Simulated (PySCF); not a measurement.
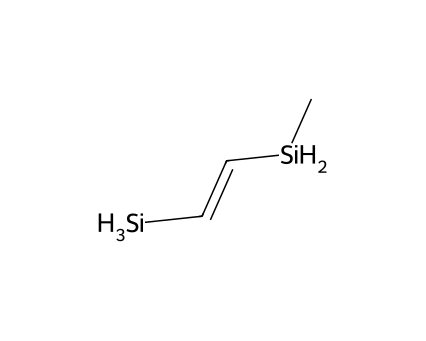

Structural formula above. The geometry was computed by an optimisation with GFN2-xTB. No frequency run is at hand to confirm it as a minimum.

Describe the 3D structure.

It has 15 atoms: 3 carbon, 10 hydrogen and 2 silicon (C3H10Si2). Its SMILES string is `C[SiH2]/C=C/[SiH3]`. It has no ring. Among its groups: alkene, Si–H bond. The point group is C1. Coordination: 1 C tetrahedral; 2 Si tetrahedral; 2 C trigonal planar.

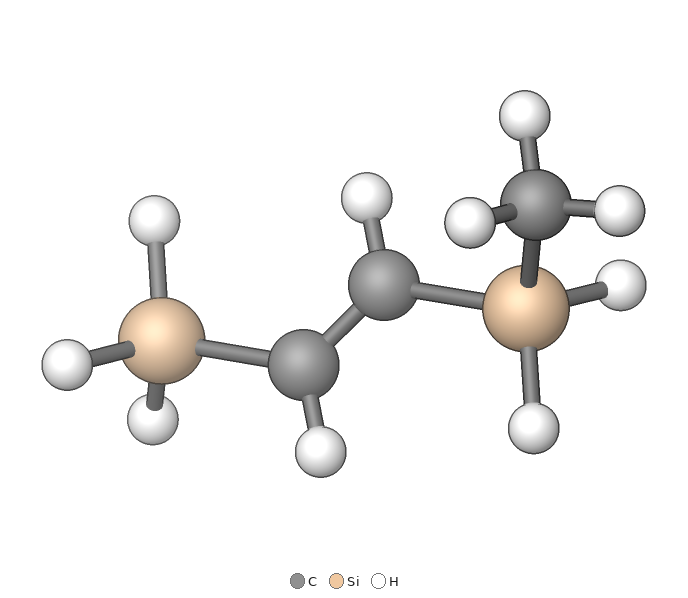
